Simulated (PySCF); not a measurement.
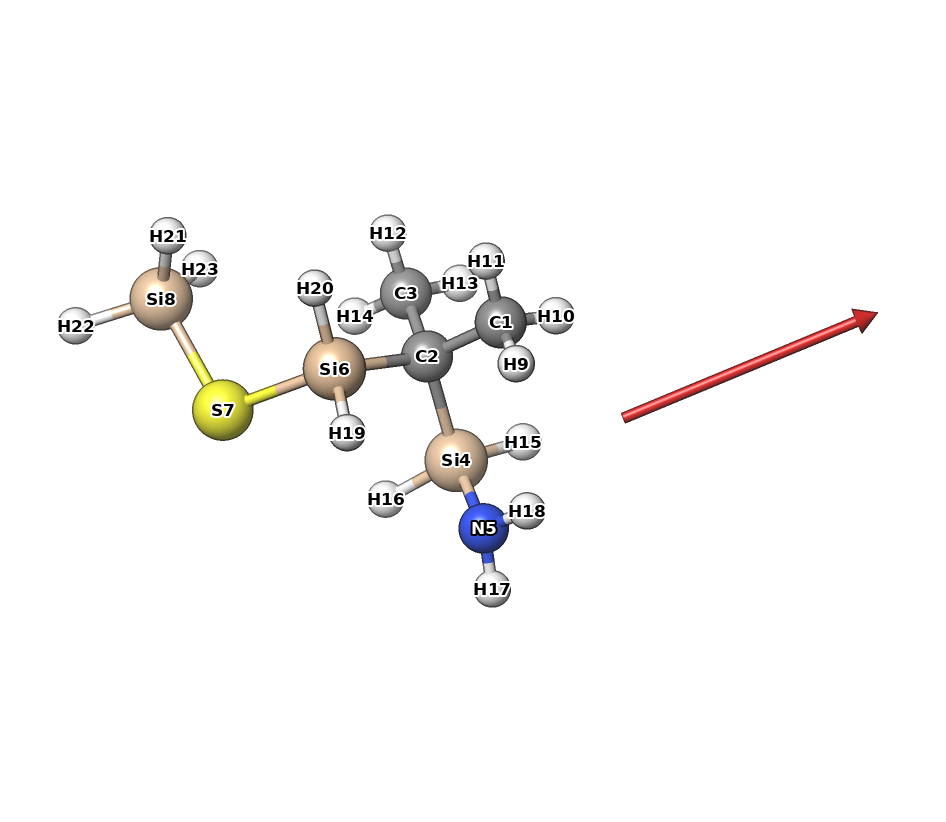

The arrow beside the molecule shows the direction of the dipole moment, from the negative to the positive end (its length means nothing). The geometry was computed by an optimisation with GFN2-xTB. No frequency run is at hand to confirm it as a minimum. Method: PBE0/pcSseg-1, gas phase (PySCF 2.14.0).

### How large is the dipole moment?

2.38 D; it points from the side of H22 to the side of H10 (the outermost atoms at the two ends).

The geometry is semi-empirical. Around Si such bond lengths and angles can be off by a tenth of an ångström or more and by several degrees, and values that hang on the shape move with them.
